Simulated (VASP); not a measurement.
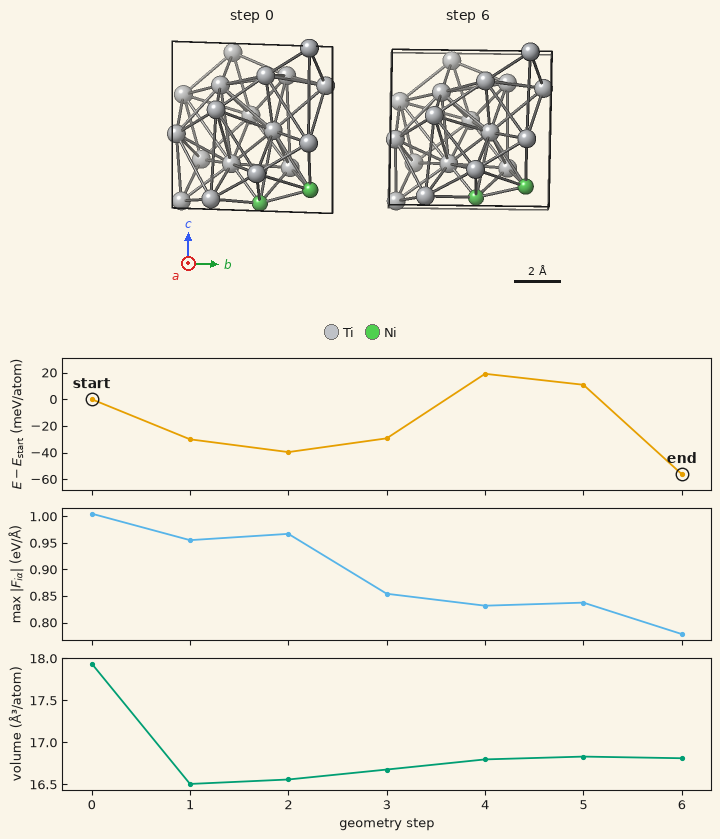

First and last geometry of a relaxation of an amorphous cell of composition Ti₉Ni, with the history of the run. The picture is a ball-and-stick view of the cell of the calculation, reduced to other axes, seen along the a axis. Lengths and directions refer to the drawn axes.

The run lets cell and atoms move.

These are results of Kohn-Sham DFT of a periodic cell, PBE, VASP PAW PBE potentials, recommended in VASP, not measurements.

Input
```
SYSTEM = Ti9Ni
  PREC = Accurate
  ENCUT = 600
  EDIFF = 1E-6
  ISMEAR = 0
  SIGMA = 0.1
  LREAL = Auto
  LASPH = .True.
  NELM = 100
  ALGO = Fast
  ISIF = 3
  LWAVE = .False.
  LCHARG = .False.
  GGA = PE
  IBRION = 2
  NSW = 90
  EDIFFG = -0.04
  ISYM = 0
```

Command:
```bash
cat potpaw_PBE.64/Ti_sv/POTCAR potpaw_PBE.64/Ni/POTCAR > POTCAR
mpirun -np 1 vasp_std > vasp.out
```

Did the run converge, and what did it change?

Answer. The run was cut off at its time limit before the relaxation converged, so the last structure is only a point on the way. A Ti atom moves most relative to the cell: 0.22 Å roughly along [2 −1 0]. Largest moves by element: Ti 0.22 Å, Ni 0.14 Å. The volume changes by −6.3 %, with a 6.939 → 6.996 Å (+0.8 %), b 7.060 → 7.031 Å (−0.4 %), c 7.337 → 6.836 Å (−6.8 %), α 91.9° → 89.5°, β 92.6° → 90.3°, γ 90.5° → 89.8°. Among the contacts that change: Ti–Ti 3.661 → 3.223 Å, Ti–Ti 3.980 → 3.591 Å, Ti–Ti 3.204 → 2.847 Å, Ti–Ti 3.514 → 3.179 Å. After 6 geometry steps the energy has fallen by 56.2 meV per atom. The largest force component goes from 1 to 0.78 eV/Å. The pressure goes from −5.05 to 0.13 GPa. At step 4 the optimiser overshot: the energy rose above the start, and later steps came back.

```
step  E − E(0), meV/atom  largest force component, eV/Å  pressure, GPa  volume, Å³/atom
   0                0.00                         1.0052          -5.05           17.939
   1              -30.08                         0.9553           3.16           16.506
   2              -39.67                         0.9672           2.75           16.559
   3              -29.34                         0.8542           1.37           16.678
   4               19.09                         0.8317           1.26           16.798
   5               10.85                         0.8375           0.35           16.832
   6              -56.22                         0.7782           0.13           16.812
```

Limits of the set-up: the k-point mesh is coarse for a cell with partly filled bands; an element that often carries a moment was run without spin polarisation; the periodic images lie only 6.9 Å apart, so the values are limited by the cell's size.
